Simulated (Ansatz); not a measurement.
## In₇As₆H₂₀ (charge −1): molecular dynamics (part 3 of 3)

The same run, continued: In₇As₆H₂₀ (In7As6 zinc blende off sphere), charge −1; RKS BLYP/def2-SVP (Ansatz 0.2.0). The geometry comes from this level: PBE-D4/def2-SVP.

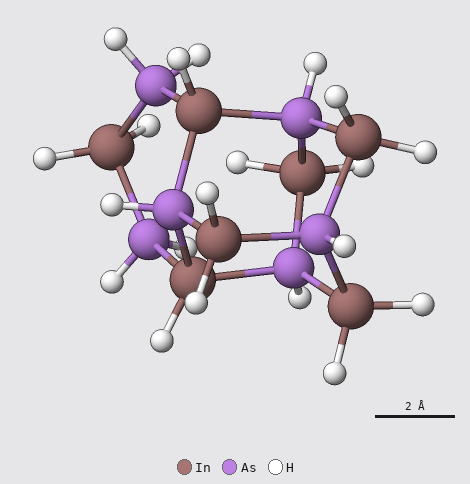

Figure 1. The geometry at step 13 of the log (ball-and-stick view, seen at a tilt).

Trajectory as extended XYZ, continued:
```
33
Properties=species:S:1:pos:R:3:forces:R:3 step=11 time_fs=11.0 energy=-401548.14150 temperature=169.9
In    0.8885   -4.0667    0.7919    0.1261  -1.3065  -0.1817
In   -3.1075    3.0619   -2.3610    0.0596   0.4268  -0.1025
In    0.5578   -0.5566   -2.5248   -0.1203   0.1279  -0.4548
In   -2.2211   -0.9589    0.5962   -0.6990  -0.3821  -0.0167
In    0.7071   -0.7073    3.8973   -0.0264   0.0610   0.6535
In    0.9398    2.2372    0.6039    0.3850   0.4026  -0.1165
In    4.0726   -0.8896    0.7850    0.4633  -0.2460   0.0137
As   -3.4366    0.6075   -1.3673   -0.4793  -0.4307   0.0052
As   -0.4848   -2.3243   -0.8077    0.2096  -0.0975  -0.0270
As    2.1685   -2.1905    2.1824   -0.2957   0.4225  -0.0174
As   -0.5510    3.4886   -1.3853   -0.3095   0.6888   0.4167
As    2.3483    0.4783   -0.8287    0.4924   0.5379  -0.6767
As   -0.7183    0.6799    1.9622   -0.0223   0.7552   0.6423
H     1.9957   -5.1405   -0.1830   -0.1758   0.4312   0.1195
H    -0.2414   -5.1264    1.6994   -0.0007   0.3039  -0.0048
H    -4.2196    3.9031   -1.2652    0.0967   0.1773  -0.3247
H    -2.7932    2.9336   -4.1052   -0.2695   0.1381   0.2781
H     1.3151   -1.3453   -3.9238   -0.0956   0.0919   0.0952
H    -0.7516    0.6868   -2.7218    0.3135  -0.2188  -0.0356
H    -3.5179   -1.6802    1.5667    0.0506   0.0686  -0.1164
H    -0.4989   -1.6474    4.8059    0.0263   0.0164  -0.1101
H     1.7746    0.3458    4.8846   -0.1498  -0.0468  -0.2490
H     1.7955    3.5731    1.3994   -0.1211  -0.1037   0.0376
H     4.8714   -2.2315   -0.0681    0.0249   0.2733  -0.0235
H     4.8562    0.2454    1.8891    0.0281   0.0049  -0.1321
H    -3.4730   -0.1340   -2.6840    0.2656  -0.4042  -0.2619
H    -4.9613    0.3806   -1.2493    0.0070   0.2239   0.2475
H    -1.3926   -2.9820   -1.8237   -0.3268  -0.4496  -0.0816
H     3.0248   -2.8814    3.2171    0.2262  -0.3575   0.2534
H     0.3283    3.4160   -2.6264    0.1259   0.2769  -0.1009
H    -0.4679    5.0485   -1.0486    0.1044  -0.7726  -0.3683
H     3.1040    1.3631   -1.9080   -0.1574  -0.2549   0.6605
H    -1.7008    1.7514    2.5407    0.2438  -0.3585  -0.0209
33
Properties=species:S:1:pos:R:3:forces:R:3 step=12 time_fs=12.0 energy=-401548.07689 temperature=154.1
In    0.8886   -4.0658    0.7930    0.2218  -1.3969  -0.2678
In   -3.1100    3.0605   -2.3607    0.0902   0.4517  -0.1638
In    0.5585   -0.5572   -2.5236   -0.2210   0.2286  -0.5016
In   -2.2195   -0.9593    0.5963   -0.7238  -0.3837  -0.0326
In    0.7075   -0.7078    3.8964    0.1381   0.2014   0.6022
In    0.9386    2.2368    0.6045    0.3642   0.3521  -0.1687
In    4.0722   -0.8899    0.7853    0.4376  -0.2964  -0.0141
As   -3.4374    0.6100   -1.3667   -0.3948  -0.4052   0.0830
As   -0.4838   -2.3232   -0.8078    0.2906  -0.0445   0.0649
As    2.1697   -2.1936    2.1839   -0.3626   0.4988  -0.0878
As   -0.5488    3.4938   -1.3859   -0.3264   0.6970   0.4227
As    2.3494    0.4765   -0.8308    0.4728   0.5347  -0.6554
As   -0.7218    0.6805    1.9598    0.0297   0.7570   0.6487
H     2.0053   -5.1571   -0.1885   -0.2566   0.5197   0.1884
H    -0.2348   -5.1353    1.6927   -0.0213   0.2986   0.0095
H    -4.2283    3.8940   -1.2606    0.1117   0.1792  -0.3474
H    -2.7825    2.9317   -4.1126   -0.2972   0.1468   0.3652
H     1.3137   -1.3471   -3.9285   -0.1162   0.1116   0.1206
H    -0.7697    0.7019   -2.7243    0.4490  -0.3425  -0.0150
H    -3.5125   -1.6808    1.5721    0.0497   0.0681  -0.1218
H    -0.4878   -1.6292    4.7986   -0.1132  -0.0937  -0.0136
H     1.7817    0.3421    4.8964   -0.1887  -0.0809  -0.3025
H     1.8010    3.5640    1.3916   -0.0922  -0.0534   0.0735
H     4.8685   -2.2417   -0.0534    0.0291   0.2751  -0.0386
H     4.8535    0.2353    1.8906    0.0530   0.0527  -0.0973
H    -3.4577   -0.1216   -2.6840    0.2466  -0.4527  -0.3246
H    -4.9581    0.3820   -1.2531   -0.0574   0.2049   0.2399
H    -1.3843   -2.9716   -1.8247   -0.4148  -0.5211  -0.1711
H     3.0231   -2.8746    3.2188    0.2868  -0.4131   0.3256
H     0.3288    3.4251   -2.6260    0.1415   0.2521  -0.1299
H    -0.4575    5.0546   -1.0581    0.0871  -0.7682  -0.3418
H     3.1012    1.3549   -1.9155   -0.1392  -0.2341   0.6541
H    -1.7037    1.7544    2.5295    0.2259  -0.3437  -0.0029
33
Properties=species:S:1:pos:R:3:forces:R:3 step=13 time_fs=13.0 energy=-401548.03702 temperature=144.1
In    0.8887   -4.0650    0.7940    0.2972  -1.4516  -0.3357
In   -3.1125    3.0591   -2.3604    0.1223   0.4732  -0.2051
In    0.5591   -0.5578   -2.5224   -0.2970   0.3042  -0.5363
In   -2.2179   -0.9597    0.5963   -0.7380  -0.3812  -0.0533
In    0.7079   -0.7084    3.8954    0.2916   0.3264   0.5326
In    0.9375    2.2364    0.6052    0.3394   0.2933  -0.2230
In    4.0718   -0.8904    0.7855    0.4042  -0.3352  -0.0370
As   -3.4383    0.6124   -1.3661   -0.3095  -0.4204   0.0885
As   -0.4827   -2.3221   -0.8079    0.3102  -0.0376   0.0903
As    2.1709   -2.1966    2.1853   -0.3704   0.5266  -0.0880
As   -0.5467    3.4990   -1.3866   -0.3247   0.6180   0.3785
As    2.3506    0.4749   -0.8331    0.4166   0.4877  -0.5741
As   -0.7254    0.6812    1.9574    0.1137   0.7206   0.6351
H     2.0125   -5.1687   -0.1922   -0.3098   0.5798   0.2331
H    -0.2283   -5.1413    1.6862   -0.0490   0.2844   0.0297
H    -4.2360    3.8867   -1.2593    0.1172   0.1857  -0.3559
H    -2.7745    2.9312   -4.1166   -0.3158   0.1510   0.4156
H     1.3111   -1.3477   -3.9321   -0.1270   0.1218   0.1337
H    -0.7835    0.7137   -2.7270    0.5465  -0.4311   0.0013
H    -3.5067   -1.6807    1.5764    0.0398   0.0628  -0.1201
H    -0.4777   -1.6120    4.7911   -0.2559  -0.2040   0.0859
H     1.7869    0.3377    4.9053   -0.2116  -0.0988  -0.3396
H     1.8057    3.5543    1.3845   -0.0590   0.0024   0.1114
H     4.8658   -2.2492   -0.0390    0.0391   0.2641  -0.0602
H     4.8514    0.2257    1.8911    0.0781   0.1015  -0.0601
H    -3.4400   -0.1135   -2.6871    0.2181  -0.4525  -0.3048
H    -4.9555    0.3852   -1.2546   -0.1140   0.1813   0.2222
H    -1.3800   -2.9662   -1.8274   -0.4394  -0.5437  -0.1930
H     3.0242   -2.8718    3.2237    0.2888  -0.4197   0.3277
H     0.3307    3.4367   -2.6269    0.1372   0.2204  -0.1332
H    -0.4462    5.0533   -1.0708    0.0713  -0.6685  -0.2895
H     3.0970    1.3445   -1.9167   -0.0842  -0.1698   0.5897
H    -1.7045    1.7541    2.5182    0.1743  -0.2912   0.0336
33
Properties=species:S:1:pos:R:3:forces:R:3 step=14 time_fs=14.0 energy=-401548.02444 temperature=140.9
In    0.8889   -4.0644    0.7950    0.3519  -1.4722  -0.3855
In   -3.1150    3.0577   -2.3602    0.1544   0.4918  -0.2251
In    0.5597   -0.5584   -2.5213   -0.3506   0.3569  -0.5588
In   -2.2163   -0.9602    0.5964   -0.7426  -0.3753  -0.0781
In    0.7083   -0.7089    3.8945    0.4170   0.4232   0.4558
In    0.9364    2.2361    0.6058    0.3140   0.2318  -0.2765
In    4.0715   -0.8908    0.7858    0.3662  -0.3589  -0.0519
As   -3.4393    0.6148   -1.3655   -0.2301  -0.4756   0.0240
As   -0.4815   -2.3210   -0.8080    0.2635  -0.0801   0.0421
As    2.1721   -2.1995    2.1867   -0.3189   0.5060  -0.0164
As   -0.5447    3.5044   -1.3872   -0.3060   0.4533   0.2872
As    2.3518    0.4733   -0.8354    0.3261   0.3992  -0.4350
As   -0.7289    0.6819    1.9551    0.2248   0.6508   0.6047
H     2.0167   -5.1748   -0.1937   -0.3361   0.6120   0.2543
H    -0.2223   -5.1446    1.6800   -0.0823   0.2624   0.0548
H    -4.2426    3.8811   -1.2613    0.1131   0.1964  -0.3501
H    -2.7696    2.9322   -4.1165   -0.3241   0.1505   0.4277
H     1.3074   -1.3472   -3.9344   -0.1274   0.1222   0.1341
H    -0.7920    0.7213   -2.7296    0.6072  -0.4860   0.0134
H    -3.5005   -1.6800    1.5795    0.0216   0.0531  -0.1117
H    -0.4702   -1.5967    4.7845   -0.3847  -0.3015   0.1756
H     1.7901    0.3323    4.9109   -0.2180  -0.1003  -0.3588
H     1.8097    3.5447    1.3785   -0.0248   0.0586   0.1482
H     4.8636   -2.2542   -0.0253    0.0544   0.2412  -0.0873
H     4.8499    0.2170    1.8911    0.1009   0.1472  -0.0244
H    -3.4203   -0.1098   -2.6932    0.1782  -0.4061  -0.2051
H    -4.9539    0.3902   -1.2540   -0.1539   0.1554   0.1950
H    -1.3799   -2.9659   -1.8319   -0.3954  -0.5136  -0.1400
H     3.0281   -2.8730    3.2316    0.2313  -0.3778   0.2581
H     0.3339    3.4504   -2.6291    0.1131   0.1819  -0.1110
H    -0.4343    5.0456   -1.0863    0.0584  -0.4755  -0.2142
H     3.0921    1.3325   -1.9123    0.0054  -0.0650   0.4697
H    -1.7035    1.7510    2.5073    0.0937  -0.2058   0.0854
33
Properties=species:S:1:pos:R:3:forces:R:3 step=15 time_fs=15.0 energy=-401548.03072 temperature=142.2
In    0.8891   -4.0639    0.7960    0.3849  -1.4609  -0.4170
In   -3.1175    3.0564   -2.3599    0.1848   0.5082  -0.2227
In    0.5602   -0.5589   -2.5203   -0.3835   0.3885  -0.5697
In   -2.2148   -0.9607    0.5965   -0.7391  -0.3669  -0.1060
In    0.7088   -0.7094    3.8937    0.4952   0.4786   0.3854
In    0.9353    2.2358    0.6063    0.2923   0.1739  -0.3257
In    4.0711   -0.8913    0.7861    0.3275  -0.3647  -0.0560
As   -3.4402    0.6171   -1.3649   -0.1620  -0.5604  -0.0893
As   -0.4804   -2.3199   -0.8081    0.1624  -0.1640  -0.0664
As    2.1732   -2.2024    2.1881   -0.2224   0.4478   0.1103
As   -0.5426    3.5097   -1.3877   -0.2754   0.2114   0.1583
As    2.3531    0.4717   -0.8378    0.2066   0.2755  -0.2465
As   -0.7324    0.6827    1.9528    0.3540   0.5566   0.5632
H     2.0176   -5.1750   -0.1927   -0.3366   0.6168   0.2530
H    -0.2171   -5.1454    1.6742   -0.1194   0.2347   0.0833
H    -4.2481    3.8773   -1.2668    0.0999   0.2109  -0.3307
H    -2.7678    2.9346   -4.1124   -0.3214   0.1455   0.4010
H     1.3024   -1.3455   -3.9353   -0.1177   0.1126   0.1220
H    -0.7948    0.7244   -2.7322    0.6321  -0.5086   0.0216
H    -3.4941   -1.6788    1.5815   -0.0036   0.0397  -0.0977
H    -0.4663   -1.5843    4.7796   -0.4802  -0.3722   0.2409
H     1.7912    0.3259    4.9132   -0.2080  -0.0856  -0.3591
H     1.8136    3.5356    1.3739    0.0064   0.1094   0.1805
H     4.8619   -2.2569   -0.0123    0.0741   0.2082  -0.1184
H     4.8495    0.2098    1.8909    0.1187   0.1853   0.0053
H    -3.3988   -0.1100   -2.7012    0.1264  -0.3257  -0.0482
H    -4.9539    0.3967   -1.2516   -0.1705   0.1290   0.1597
H    -1.3836   -2.9706   -1.8378   -0.2946  -0.4391  -0.0251
H     3.0342   -2.8778    3.2421    0.1286  -0.2989   0.1336
H     0.3382    3.4658   -2.6323    0.0734   0.1367  -0.0687
H    -0.4218    5.0333   -1.1038    0.0499  -0.1984  -0.1205
H     3.0872    1.3198   -1.9034    0.1239   0.0734   0.3025
H    -1.7017    1.7459    2.4972   -0.0069  -0.0971   0.1470
```

This output came from the following input.

Input:
```yaml
crystal:
  periodic: [false, false, false]
  atoms:
    - {symbol: In, position_ang: [0.885752, -4.080906, 0.781273]}
    - {symbol: In, position_ang: [-3.080054, 3.079607, -2.363537]}
    - {symbol: In, position_ang: [0.552299, -0.551406, -2.539425]}
    - {symbol: In, position_ang: [-2.242507, -0.956270, 0.595403]}
    - {symbol: In, position_ang: [0.700717, -0.702478, 3.911407]}
    - {symbol: In, position_ang: [0.954423, 2.243772, 0.596903]}
    - {symbol: In, position_ang: [4.079737, -0.885634, 0.782247]}
    - {symbol: As, position_ang: [-3.432119, 0.575763, -1.376592]}
    - {symbol: As, position_ang: [-0.497605, -2.339218, -0.809487]}
    - {symbol: As, position_ang: [2.155034, -2.156083, 2.169392]}
    - {symbol: As, position_ang: [-0.576131, 3.432247, -1.376697]}
    - {symbol: As, position_ang: [2.338158, 0.499107, -0.807635]}
    - {symbol: As, position_ang: [-0.678828, 0.677835, 1.993340]}
    - {symbol: H, position_ang: [2.013645, -4.937565, -0.250114]}
    - {symbol: H, position_ang: [-0.316428, -4.883706, 1.774541]}
    - {symbol: H, position_ang: [-4.124938, 4.125992, -1.423500]}
    - {symbol: H, position_ang: [-3.009571, 3.009755, -4.105742]}
    - {symbol: H, position_ang: [1.335313, -1.331006, -3.895282]}
    - {symbol: H, position_ang: [-0.688572, 0.690461, -2.762321]}
    - {symbol: H, position_ang: [-3.583913, -1.654823, 1.475544]}
    - {symbol: H, position_ang: [-0.465536, -1.719742, 4.734480]}
    - {symbol: H, position_ang: [1.718021, 0.463046, 4.735473]}
    - {symbol: H, position_ang: [1.652811, 3.585539, 1.476619]}
    - {symbol: H, position_ang: [4.936691, -2.011539, -0.251090]}
    - {symbol: H, position_ang: [4.882956, 0.316303, 1.775539]}
    - {symbol: H, position_ang: [-3.487804, -0.334784, -2.602699]}
    - {symbol: H, position_ang: [-4.937331, 0.496426, -1.081745]}
    - {symbol: H, position_ang: [-1.461517, -3.176559, -1.660718]}
    - {symbol: H, position_ang: [2.997579, -2.996660, 3.139166]}
    - {symbol: H, position_ang: [0.334545, 3.485802, -2.602825]}
    - {symbol: H, position_ang: [-0.495553, 4.937739, -1.083572]}
    - {symbol: H, position_ang: [3.177299, 1.462750, -1.657384]}
    - {symbol: H, position_ang: [-1.636574, 1.636204, 2.709048]}
basis:
  gaussian: {orbitals: def2-SVP, fitting: {mean_field: def2-universal-jkfit}}
total_charge: -1
hamiltonian: {xc: {name: BLYP}}
md: {timestep: 1 fs, n_steps: 15, ensemble: nve, temperature: 300, initial_velocities: maxwell_boltzmann, seed: 685}
scf: {omitted_lower_state_checks: [starts]}
```

Command:
```bash
ansatz run in.yaml --threads 2 --pin off --events-out ev --progress --plain --max-ram 22528MiB --backend cuda --devices 0, --max-vram 18GiB
```

Summary:

| quantity | value |
| --- | --- |
| outcome | finished |
| mean temperature over the second half | 170 K |
| trajectory | 15 steps, 15 fs |
| ensemble | nve |
| temperature in the input | 300 K |
| time step | 1 fs |
| potential energy (last step) | −401548.0316 eV |
| SCF solution under orbital rotations (last step) | stable |
| largest force (length of the vector) (last step) | 1.567 eV/Å |
| hardware | 2 CPU threads, shared host |
| wall time | 69 s (CPU time 96 s) |
| peak memory | 1.2 GiB |

Remarks:

So short a trajectory is not equilibrated.
